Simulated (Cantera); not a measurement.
Charge: 1 mol Si3N4, 0.21 mol CO2, 370 mol N2, equilibrated at 10.0 bar.

These are equilibrium values from Cantera (NASA tables, ideal gas, pure condensed phases), not measurements of a reactor. Candidate condensed phases: C, Si, SiC, SiO2, Si2N2O, Si3N4; 34 gas species. Mutual solubility and eutectic melting of coexisting phases are not modelled. Kinetics and transport are ignored.

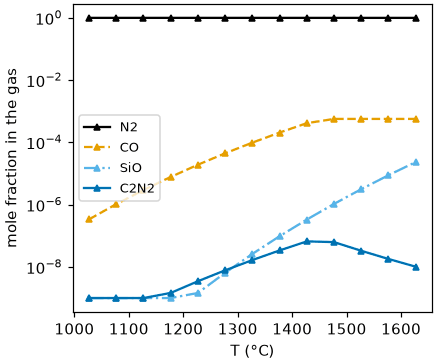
*Equilibrium gas composition (values under 1e-9 drawn at 1e-9)*

From 1027 °C to 1427 °C the condensed part is C(graphite) + Si2N2O(s) + Si3N4(s). From 1477 °C to 1627 °C the condensed part is Si2N2O(s) + Si3N4(s).
